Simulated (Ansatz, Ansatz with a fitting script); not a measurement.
# The order of polymorphs of MoS2 (P6_3/mmc) on a ladder of methods

Aim: the order of polymorphs of MoS2 (P6_3/mmc) by density functionals and by RPA.

Main program and level: Ansatz 0.2.0; density functionals and EXX+RPA, plane waves.

The database entry behind the starting cell differs from later determinations by our own check (about 0.3 % long), so it need not match the best structure at ambient conditions.

## Step 1: The starting structure

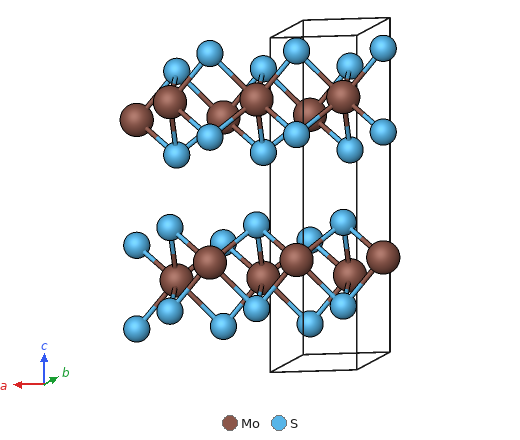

The cell as given, from a free direction (molybdenum brown, sulfur blue). 3×2×1 cells are drawn.

As a file:

```cif
data_structure
_symmetry_space_group_name_H-M 'P6_3/mmc'
_symmetry_Int_Tables_number 194
_cell_length_a 3.1731
_cell_length_b 3.1731
_cell_length_c 12.4364
_cell_angle_alpha 90.000
_cell_angle_beta 90.000
_cell_angle_gamma 120.000
_cell_volume 108.44
loop_
_atom_site_label
_atom_site_type_symbol
_atom_site_symmetry_multiplicity
_atom_site_Wyckoff_symbol
_atom_site_fract_x
_atom_site_fract_y
_atom_site_fract_z
_atom_site_occupancy
Mo1 Mo 2 c 0.33333 0.66667 0.25000 1
S1 S 4 f 0.33333 0.66667 0.62490 1
```

The structure was relaxed with r2SCAN+rVV10. The runs that relaxed it are not among those shown. The program's search for lower electronic states was switched off, so nothing shows that the state found is the lowest. The default PAW set here is soft_2. Its files were made with PBE; for other functionals the partial waves and projectors stay those of PBE.

## Step 2: Energy PBEsol (polymorph P6_3/mmc)

This step: DFT, PBEsol, plane waves, PAW.

Input file input.yaml:

```yaml
crystal:
  lattice:
    - [3.1730619511, 0.0, 0.0]
    - [-1.5865309756, 2.7479522575, 0.0]
    - [0.0, 0.0, 12.4363583309]
  atoms:
    - { symbol: Mo, position: [0.3333333333, 0.6666666667, 0.25] }
    - { symbol: Mo, position: [0.6666666667, 0.3333333333, 0.75] }
    - { symbol: S, position: [0.3333333333, 0.6666666667, 0.6249036721] }
    - { symbol: S, position: [0.6666666667, 0.3333333333, 0.1249036721] }
    - { symbol: S, position: [0.3333333333, 0.6666666667, 0.8750963279] }
    - { symbol: S, position: [0.6666666667, 0.3333333333, 0.3750963279] }
kpoints:
  mp_grid: { grid: [12, 12, 2] }
hamiltonian:
  xc: pbesol
scf:
  occupations: { method: fixed }
  n_extra_bands: 6
  lower_state_search: "off"
  convergence: { dr2_threshold: 1.0e-09 }
output:
  eigenvalues: true
basis:
  ecutwfc: 650
```

The run is started by

```
ansatz run input.yaml --threads 24 --pin off --max-ram 44236MiB --backend cpu --events-out ev --progress --plain --runs-dir out
```

Numbers of over 12 decimals in the logs are rounded to 6 here.

The program printed:

```text
scf.n_extra_bands = 6 over 26 filled bands (N_el = 52.0): the run solves 32 bands
Engine: ansatz 0.2.0, x86_64-unknown-linux-gnu
Pseudopotentials: kind: paw
Pseudopotential: Mo, paw, valence charge 14, recommended cutoff 420 eV (normal), Mo.paw.azcp
Pseudopotential: S, paw, valence charge 6, recommended cutoff 420 eV (normal), S.paw.azcp
Functional definition: PBEsol
  exchange = pbesol_x
  correlation = pbesol_c
Crystal: 6 atoms, lattice volume = 108.438 Å³
Basis set: ecut = 650 eV, 4119 PW (Γ)
Bands: 32, of which v1, the nominal top of the filled ones, is band 26 counted from 1 (25 counted from 0)
Symmetry: 24 space group operations
Space group: P63/mmc (ITA 194), of the structure as read, at distance tolerance 4.8e-5 Å
k-points: 38 of 288
Non-local potential: Mo, projectors of the file, l = 0: 3, l = 1: 2, l = 2: 2, l = 3: 1
Non-local potential: S, projectors of the file, l = 0: 2, l = 1: 2, l = 2: 2
PAW form: soft (Blöchl's): semilocal exchange-correlation on the pseudo side does not see the compensation charge
PAW frozen core: Mo, regenerated for the run's functional, and the local potential with it (the file was generated under x = pbe(κ = 0.804, μ = 0.219515), c = pbe(β = 0.066725))
PAW frozen core: S, regenerated for the run's functional, and the local potential with it (the file was generated under x = pbe(κ = 0.804, μ = 0.219515), c = pbe(β = 0.066725))
PAW one-centre angular grid: Mo, 590 points (default); XC on 64 Gauss nodes
PAW one-centre angular grid: S, 110 points (default); XC on 64 Gauss nodes
Initial density: superposition of atomic densities (neutral atoms: chi_scale 0, normalization atom), corrected by the library's trained network
Initial wavefunctions: pseudopotential atomic-orbital guess
Functional: x = pbesol(κ = 0.804, μ = 0.123457), c = pbesol(β = 0.046)
SCF iter   1: F=—  HF=-13340.317991 eV  |F-HF|=—  |Δ(HF+E_count)|=         —  Δρ=6.70e-3  dr2=3.64e-2  ethr=1.77e-3  ⟨swp⟩=5.0  Hψ=4467  notcnv=0  defer=121
preconditioner: auto → Resta (q_TF=auto, 2.414 Å⁻¹)  ε∞=8.6  [insulator: Δε(μ)=0.894 eV  Ē_g=7.741 eV  n_scr=26 (ndim 8)  ℏωp=21.4 eV  f_vac=0.020  ε∞_Penn≈8.6]
SCF iter   2: F=—  HF=-13340.320573 eV  |F-HF|=—  |Δ(HF+E_count)|=   2.58e-3  Δρ=3.59e-3  dr2=6.86e-3  ethr=7.00e-5  ⟨swp⟩=2.4  Hψ=2232  notcnv=0  defer=150
SCF iter   3: F=—  HF=-13340.322017 eV  |F-HF|=—  |Δ(HF+E_count)|=   1.44e-3  Δρ=1.73e-3  dr2=1.77e-3  ethr=1.32e-5  ⟨swp⟩=2.4  Hψ=1808  notcnv=0  defer=150
SCF iter   4: F=—  HF=-13340.322523 eV  |F-HF|=—  |Δ(HF+E_count)|=   5.07e-4  Δρ=1.84e-4  dr2=8.32e-5  ethr=3.41e-6  ⟨swp⟩=2.0  Hψ=1885  notcnv=0  defer=150
SCF iter   5: F=—  HF=-13340.322545 eV  |F-HF|=—  |Δ(HF+E_count)|=   2.20e-5  Δρ=5.04e-5  dr2=4.99e-6  ethr=1.60e-7  ⟨swp⟩=2.0  Hψ=1631  notcnv=0  defer=59
SCF iter   6: F=—  HF=-13340.322662 eV  |F-HF|=—  |Δ(HF+E_count)|=   1.17e-4  Δρ=1.35e-5  dr2=4.89e-7  ethr=9.59e-9  ⟨swp⟩=2.0  Hψ=1677  notcnv=0  defer=59
SCF iter   7: F=—  HF=-13340.322663 eV  |F-HF|=—  |Δ(HF+E_count)|=   4.08e-7  Δρ=3.57e-6  dr2=1.82e-8  ethr=9.41e-10  ⟨swp⟩=2.0  Hψ=1797  notcnv=0  defer=59
SCF iter   8: F=-13340.322663 eV  HF=-13340.322663 eV  |F-HF|=5.11e-10  |Δ(HF+E_count)|=   1.97e-8  Δρ=6.15e-7  dr2=3.62e-10  ethr=1.92e-12  ⟨swp⟩=7.8  Hψ=5437  notcnv=0
SCF 1 converged in 8 iterations: F = -13340.322663 eV  dr2 = 3.62e-10
[...]
SCF converged after 8 iterations
Free energy (F): -13340.322663 eV
Harris-Foulkes:  -13340.322663 eV  (|F-HF|=5.11e-10)
Internal energy: -13340.322663 eV  (E = F + TS)
E sigma→0 (E₀):  -13340.322663 eV
Fermi energy:    10.621605 eV
--- Per-component energies (eV) ---
  E_band       = -326.264090
  E_kinetic    = 1310.371743
  E_local      = -4030.420628  (includes V_loc(G=0)·N_el)
  E_nonlocal   = 402.696108
  E_hartree    = 1554.217876
  E_xc         = -750.536815
  E_vxc        = -808.087321  (∫ρ·V_xc dr)
  E_paw        = -8623.652290  (= ΣΔE_a)
  E_vpaw       = -309.259562  (= ΣTr[D̂ρ^β])
  E_aug_tail   = -0.000004  (compensation charges beyond the density's cutoff)
  E_ewald      = -3203.665050
  E_core_change = 0.666396  (= ΣΔE_core)
  E_smearing   = -0.000000  (= −TS)
  E_closure    = 0.000000  (closes the sum)
  Σ components = -13340.322663   (vs F -13340.322663, Δ=0.00e0)
--- Band table (eV; the first three rows and the last of 38) ---
  k-point 0: bands = [... 22 lower, 8.4429, 9.3871, 9.4938, 10.6216, 12.7174, 12.7174, 12.7398, 12.7398, ... 2 higher]
  k-point 1: bands = [... 22 lower, 8.4234, 8.4234, 10.3484, 10.3484, 12.7231, 12.7231, 12.7231, 12.7231, ... 2 higher]
  k-point 2: bands = [... 22 lower, 8.5436, 9.5014, 9.5486, 10.4237, 12.5868, 12.6280, 12.7253, 12.8018, ... 2 higher]
  k-point 37: bands = [... 22 lower, 7.7889, 7.7889, 9.9025, 9.9025, 11.6189, 11.6189, 12.9288, 12.9288, ... 2 higher]
```

Elapsed: 0.96 s, on 24 threads of Intel Xeon 6975P-C (Granite Rapids), shared host; peak memory 1.3 GiB.

Total energy -13340.3227 eV.

## Step 3: Energy PBEsol-D3(BJ) (polymorph P6_3/mmc)

This step: DFT, PBEsol with D3(BJ) dispersion, plane waves, PAW.

Changes to input.yaml since step 2:

```diff
@@ -16,2 +16,3 @@
   xc: pbesol
+  dispersion: d3bj
 scf:
```

The program printed:

```text
[...]
Crystal: 6 atoms, lattice volume = 108.438 Å³
Basis set: ecut = 650 eV, 4119 PW (Γ)
Bands: 32, of which v1, the nominal top of the filled ones, is band 26 counted from 1 (25 counted from 0)
Symmetry: 24 space group operations
[...]
k-points: 38 of 288
[...]
--- Band table (eV; the first three rows and the last of 38) ---
  k-point 0: bands = [... 22 lower, 8.4429, 9.3871, 9.4938, 10.6216, 12.7174, 12.7174, 12.7398, 12.7398, ... 2 higher]
  k-point 1: bands = [... 22 lower, 8.4234, 8.4234, 10.3484, 10.3484, 12.7231, 12.7231, 12.7231, 12.7231, ... 2 higher]
  k-point 2: bands = [... 22 lower, 8.5436, 9.5014, 9.5486, 10.4237, 12.5868, 12.6280, 12.7253, 12.8018, ... 2 higher]
  k-point 37: bands = [... 22 lower, 7.7889, 7.7889, 9.9025, 9.9025, 11.6189, 11.6189, 12.9288, 12.9288, ... 2 higher]
[key lines of the parts left out:]
SCF converged after 8 iterations
Free energy (F): -13342.489224 eV
Fermi energy:    10.621605 eV
```

Wall time 0.92 s (24 threads); peak memory 1.3 GiB; 12 s of CPU time.

Total energy -13342.4892 eV.

## Step 4: Energy r2SCAN (polymorph P6_3/mmc)

The meta-GGA depends on the orbitals through the kinetic-energy density, which usually opens the gap somewhat.

This step: DFT, r2SCAN, plane waves, PAW.

Changes to input.yaml since step 3:

```diff
@@ -15,4 +15,3 @@
 hamiltonian:
-  xc: pbesol
-  dispersion: d3bj
+  xc: r2scan
 scf:
```

The program printed:

```text
[...]
Crystal: 6 atoms, lattice volume = 108.438 Å³
Basis set: ecut = 650 eV, 4119 PW (Γ), exchange–correlation on 108×108×432 points (64 copies of the dense FFT grid, shifted against one another)
Bands: 32, of which v1, the nominal top of the filled ones, is band 26 counted from 1 (25 counted from 0)
Symmetry: 24 space group operations
[...]
k-points: 38 of 288
[...]
--- Band table (eV; the first three rows and the last of 38) ---
  k-point 0: bands = [... 22 lower, 8.2825, 9.2344, 9.4813, 10.5983, 12.8419, 12.8419, 12.8658, 12.8658, ... 2 higher]
  k-point 1: bands = [... 22 lower, 8.2620, 8.2620, 10.3085, 10.3085, 12.8474, 12.8474, 12.8474, 12.8474, ... 2 higher]
  k-point 2: bands = [... 22 lower, 8.3929, 9.4005, 9.4834, 10.3972, 12.7367, 12.7760, 12.8358, 12.8925, ... 2 higher]
  k-point 37: bands = [... 22 lower, 7.5854, 7.5854, 9.8577, 9.8577, 11.6772, 11.6772, 13.1077, 13.1077, ... 2 higher]
[key lines of the parts left out:]
SCF converged after 9 iterations
Free energy (F): -13564.308481 eV
Fermi energy:    10.598282 eV
```

It took 1.2 s on 24 threads; peak memory 1.7 GiB; 19 s of CPU time.

Total energy -13564.3085 eV.

## Step 5: Energy r2SCAN+rVV10 (polymorph P6_3/mmc)

This step: DFT, r2SCAN with rVV10, plane waves, PAW.

Changes to input.yaml since step 4:

```diff
@@ -16,2 +16,3 @@
   xc: r2scan
+  dispersion: rvv10
 scf:
```

The program printed:

```text
[...]
Crystal: 6 atoms, lattice volume = 108.438 Å³
Basis set: ecut = 650 eV, 4119 PW (Γ), exchange–correlation on 120×120×480 points (64 copies of the dense FFT grid, shifted against one another)
Bands: 32, of which v1, the nominal top of the filled ones, is band 26 counted from 1 (25 counted from 0)
Symmetry: 24 space group operations
[...]
k-points: 38 of 288
[...]
--- Band table (eV; the first three rows and the last of 38) ---
  k-point 0: bands = [... 22 lower, 8.2724, 9.2263, 9.4565, 10.5905, 12.8325, 12.8325, 12.8561, 12.8561, ... 2 higher]
  k-point 1: bands = [... 22 lower, 8.2517, 8.2517, 10.2984, 10.2984, 12.8378, 12.8378, 12.8378, 12.8378, ... 2 higher]
  k-point 2: bands = [... 22 lower, 8.3795, 9.3938, 9.4602, 10.3889, 12.7239, 12.7640, 12.8247, 12.8845, ... 2 higher]
  k-point 37: bands = [... 22 lower, 7.5772, 7.5772, 9.8404, 9.8404, 11.6635, 11.6635, 13.0778, 13.0778, ... 2 higher]
[key lines of the parts left out:]
SCF converged after 8 iterations
Free energy (F): -13559.205770 eV
Fermi energy:    10.590496 eV
```

It took 2.4 s on 24 threads; peak memory 1.9 GiB.

Total energy -13559.2058 eV.

## Step 6: Energy r2SCAN-D4 (polymorph P6_3/mmc)

This step: DFT, r2SCAN with D4 dispersion, plane waves, PAW.

Changes to input.yaml since step 5:

```diff
@@ -16,3 +16,3 @@
   xc: r2scan
-  dispersion: rvv10
+  dispersion: d4
 scf:
```

The program printed:

```text
[...]
Crystal: 6 atoms, lattice volume = 108.438 Å³
Basis set: ecut = 650 eV, 4119 PW (Γ), exchange–correlation on 108×108×432 points (64 copies of the dense FFT grid, shifted against one another)
Bands: 32, of which v1, the nominal top of the filled ones, is band 26 counted from 1 (25 counted from 0)
Symmetry: 24 space group operations
[...]
k-points: 38 of 288
[...]
--- Band table (eV; the first three rows and the last of 38) ---
  k-point 0: bands = [... 22 lower, 8.2825, 9.2344, 9.4813, 10.5983, 12.8419, 12.8419, 12.8658, 12.8658, ... 2 higher]
  k-point 1: bands = [... 22 lower, 8.2620, 8.2620, 10.3085, 10.3085, 12.8474, 12.8474, 12.8474, 12.8474, ... 2 higher]
  k-point 2: bands = [... 22 lower, 8.3929, 9.4005, 9.4834, 10.3972, 12.7367, 12.7760, 12.8358, 12.8925, ... 2 higher]
  k-point 37: bands = [... 22 lower, 7.5854, 7.5854, 9.8577, 9.8577, 11.6772, 11.6772, 13.1077, 13.1077, ... 2 higher]
[key lines of the parts left out:]
SCF converged after 9 iterations
Free energy (F): -13565.231183 eV
Fermi energy:    10.598282 eV
```

Wall time 1.4 s (24 threads); peak memory 1.7 GiB.

Total energy -13565.2312 eV.

## Step 7: Energy RPA (polymorph P6_3/mmc)

The RPA correlation energy is summed at several response cutoffs, since it converges slowly from above.

This step: EXX+RPA on PBEsol, plane waves, norm-conserving pseudopotentials.

Changes to input.yaml since step 6:

```diff
@@ -13,9 +13,8 @@
 kpoints:
-  mp_grid: { grid: [12, 12, 2] }
+  mp_grid: { grid: [5, 5, 2] }
 hamiltonian:
-  xc: r2scan
-  dispersion: d4
+  xc: pbesol
+  pseudopotentials: { kind: nc, xc_functional: pbe }
 scf:
   occupations: { method: fixed }
-  n_extra_bands: 6
   lower_state_search: "off"
@@ -23,4 +22,8 @@
 output:
-  eigenvalues: true
+  rpa_energy:
+    ecut_chi_ladder: [180, 210, 240, 270, 300]
+    long_wavelength: optical_limit
+    n_empty_bands: 452
 basis:
-  ecutwfc: 650
+  ecutwfc: 1088.45545
+  xc_grid: 3
```

The program printed:

```text
[...]
Crystal: 6 atoms, lattice volume = 108.438 Å³
Basis set: ecut = 1088.45545 eV, 8941 PW (Γ), exchange–correlation on 108×108×405 points (27 copies of the dense FFT grid, shifted against one another)
Bands: 32, of which v1, the nominal top of the filled ones, is band 26 counted from 1 (25 counted from 0)
Symmetry: 24 space group operations
[...]
k-points: 10 of 50
[...]
SCF iter   1: F=—  HF=-5021.215782 eV  |F-HF|=—  |Δ(HF+E_count)|=         —  Δρ=6.26e-2  dr2=5.18e0  ethr=3.10e-3  ⟨swp⟩=5.4  Hψ=1406  notcnv=0  defer=23
[...]
SCF iter  10: F=-5019.524334 eV  HF=-5019.524334 eV  |F-HF|=2.25e-10  |Δ(HF+E_count)|=   1.16e-9  Δρ=5.17e-7  dr2=4.44e-10  ethr=1.92e-12  ⟨swp⟩=10.8  Hψ=1770  notcnv=0
SCF 1 converged in 10 iterations: F = -5019.524334 eV  dr2 = 4.44e-10
NSCF: frozen V_eff on 10 k-points
EXX+RPA screening: q 1/10 (q-point 3)
EXX+RPA screening: q 2/10 (q-point 4)
EXX+RPA screening: q 3/10 (q-point 5)
EXX+RPA screening: q 4/10 (q-point 6)
EXX+RPA screening: q 5/10 (q-point 7)
EXX+RPA screening: q 6/10 (q-point 8)
EXX+RPA screening: q 7/10 (q-point 9)
EXX+RPA screening: q 8/10 (q-point 10)
EXX+RPA screening: q 9/10 (q-point 2)
EXX+RPA screening: q 10/10 (q-point 1)
[...]
SCF converged after 10 iterations
Free energy (F): -5019.524334 eV
[...]
Internal energy: -5019.524334 eV  (E = F + TS)
E sigma→0 (E₀):  -5019.524334 eV
Fermi energy:    10.747974 eV
[...]
--- Band table (eV; the first three rows and the last of 10) ---
  k-point 0: bands = [... 22 lower, 8.5645, 9.5138, 9.6167, 10.7480, 12.8472, 12.8472, 12.8695, 12.8695, ... 2 higher]
  k-point 1: bands = [... 22 lower, 8.5450, 8.5450, 10.4744, 10.4744, 12.8529, 12.8529, 12.8529, 12.8529, ... 2 higher]
  k-point 2: bands = [... 22 lower, 8.6188, 9.4325, 9.4833, 9.7124, 12.0653, 12.5219, 12.6300, 12.7195, ... 2 higher]
  k-point 9: bands = [... 22 lower, 8.1275, 8.1275, 9.7893, 9.7893, 12.1222, 12.1222, 13.1686, 13.1686, ... 2 higher]
--- EXX+RPA: 5×5×2 mesh (10 irreducible q, 260/500 k–q pairs), 478 bands' worth read of 483 solved (the sum completed by the states above those read; Γ's head and wings end at those read), 26 occupied, 14 to 15 frequency nodes, the response taken to reach 1013.0 eV, pair-density box ratio 4, q→0 included in E_x (Coulomb truncated on the Wigner–Seitz cell) and E_c (k·p head, wings) ---
  smallest occupied→empty transition 9.384e-1 eV, smallest direct gap 2.099e0 eV
  indirect gap at most 9.384e-1 eV, over 10 k-points of the mesh
  E_x                     =      -606.957984 eV
  E_xc[n_v+n_c], E_xc[n_v] =      -896.112095, -669.293464 eV (parent functional, the pass's orbitals; any nonlocal part keeps n_c)
  E_c ladder  E_cut^χ (eV)   ⟨N_G⟩      E_cut^sphere (eV)      E_c (eV)
                  180.00      595.5            180.17        -85.998163
                  210.00      749.9            210.10        -88.362115
                  240.00      912.9            239.54        -90.173403
                  270.00     1093.3            270.15        -91.664682
                  300.00     1279.4            299.99        -92.834618
  E_c(E_cut→∞)            =       -98.624120 ± 0.264178 eV  (E_cut^-3/2 fit over 5 rungs)
  S(q), 6 of 9 wave vectors   |q| (1/Å)       S_0(q)   S_0 (bands read)   S_RPA(q)   (top rung; structure_factors; the frequency nodes sum S_0 to within 5.9e-7)
    ( 0.0000,  0.0000,  0.5000)    0.25261     0.020893           0.020860   0.007256
    ( 0.0000,  0.2000,  0.0000)    0.45730     0.071741           0.071634   0.024615
    ( 0.0000,  0.2000,  0.5000)    0.52243     0.087295           0.087156   0.031775
    ( 0.2000,  0.2000,  0.0000)    0.79207     0.169048           0.168722   0.070063
    ( 0.2000,  0.2000,  0.5000)    0.83137     0.179238           0.178878   0.076579
    ( 0.0000,  0.4000,  0.0000)    0.91460     0.204277           0.203837   0.091015
  core–valence xc dropped  : E_EXX =     -4730.370223 eV   E_EXX+RPA =     -4828.994343 eV
  core–valence xc semilocal: E_EXX =     -4957.188854 eV   E_EXX+RPA =     -5055.812975 eV
```

The job ended after 4 min (24 threads; peak memory 6.8 GiB; 79 min of CPU time).

Numbers from this step:

```
exact exchange energy  : -606.9580 eV
RPA correlation energy : -98.6241 eV
```

Extrapolated from these cutoffs, the correlation energy is -16.44 eV per atom (fit error 0.04); such a limit moves with the range of cutoffs.

[end of part 1 of 2]

[Paths, hosts, dates, memory and timing lines, banners, echoed tables and standing remarks are left out of the program output.]

[Logs are printed without paths, hosts, clocks, repeated set-up lines and the standing remarks that a program may print on its own settings, such as how far it seeks lower states.]

[Runs of the session that timed out or met a known fault of the program may be left out.]

[Hosts, paths, dates, database ids (printed as entryN), source tags and the programs' standing remarks are cut or masked in the printed files.]
